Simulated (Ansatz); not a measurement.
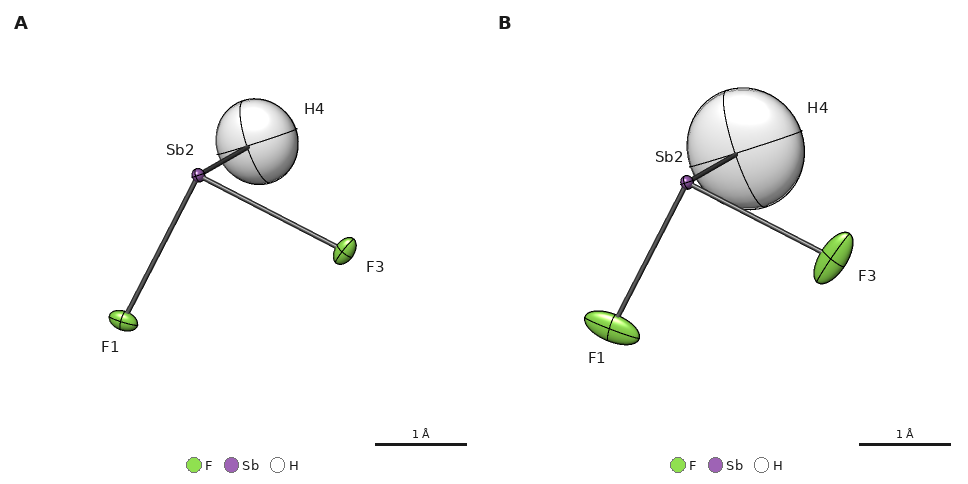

Displacement ellipsoids at the 50 % level, scaled by 2, from the internal vibrations of the free molecule (harmonic, no overall translation or rotation; no half-axis is drawn under 0.075 Å). Vibrations computed with RKS PBE0-D4/def2-TZVP, core potentials on Sb (Ansatz 0.2.0). One panel is for 200 K, the other for 900 K.

Which panel is for 900 K?

Answer. B.

How much does the mean-square displacement of F3 grow, and why?

Answer. U_eq goes from 0.0015 to 0.0049 Å², a factor of 3.3. Modes below kT (626 cm⁻¹ at 900 K) grow about in proportion to T, and the lowest lies at 204 cm⁻¹; the mean-square amplitude of a mode is its zero-point value times coth(ħω/2kT), which comes close to 1 only above about 3kT.
